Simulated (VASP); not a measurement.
Energy against volume of AgCl (rock salt). Computed with optB88-vdW, VASP's PBE PAW potentials (set 64) (plane waves; VASP).

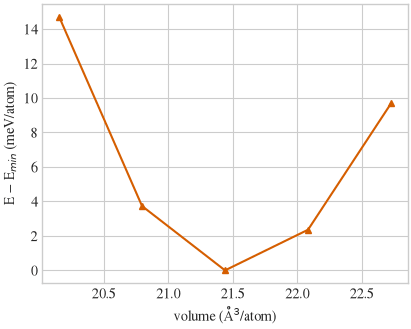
Energy against volume

Q: Estimate the equilibrium volume and the bulk modulus.

A: The minimum lies near 21.5 Å³/atom, and the curvature gives B0 of about 49 GPa.

The compound is AgCl in the rock salt structure. It was relaxed first.
